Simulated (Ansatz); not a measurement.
Input file:

```
crystal:
  periodic: [false, false, false]
  atoms:
    - symbol: Hf
      position_ang: [0.296930, 0.246750, -0.012670]
    - symbol: O
      position_ang: [-0.084170, -0.072300, 2.129400]
    - symbol: H
      position_ang: [-0.975750, -0.399180, 1.911170]
    - symbol: H
      position_ang: [-0.189510, 0.865530, 2.375530]
    - symbol: O
      position_ang: [-0.195080, -0.158810, -2.117280]
    - symbol: H
      position_ang: [-0.661510, -0.968610, -1.838930]
    - symbol: H
      position_ang: [0.695210, -0.439910, -2.399140]
    - symbol: F
      position_ang: [1.963880, 0.188040, -0.856510]
    - symbol: F
      position_ang: [-1.567210, 0.425290, 0.032710]
    - symbol: F
      position_ang: [0.580670, 1.932380, 0.743940]
    - symbol: F
      position_ang: [0.136540, -1.619190, 0.031780]
basis:
  gaussian: {orbitals: def2-SVP}
hamiltonian: {xc: hf}
accuracy: high
output: {forces: true, orbitals: {seedname: orbitals}}
```

Run with:

```sh
ansatz run molecule.yaml --threads 1 --pin off --max-ram 3480MiB --events-out events.jsonl --progress --plain --runs-dir runs
```

Geometry: GFN2-xTB; core potentials replace the inner electrons of Hf.

Computed with isolated molecule in a Gaussian basis; Hartree-Fock in Ansatz.

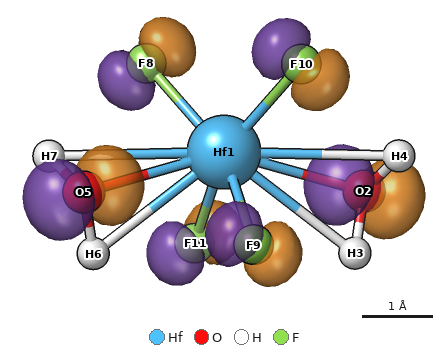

F$_{4}$H$_{4}$HfO$_{2}$ (trans-Hf(H2O)2F4). The HOMO at ±0.2 Å⁻³ᐟ² (orange and purple are the two phases), seen across its widest extent.

> Describe this orbital and give its energy.

Its weight (Hirshfeld) is mainly on O2 (about 20 %), O5 (about 20 %), F11 (about 10 %), F9 (about 10 %), F8 (about 10 %) and F10 (about 10 %); largely a combination of lone pairs on O2, O5, F11, F9, F8 and F10. Its energy is −15.97 eV.
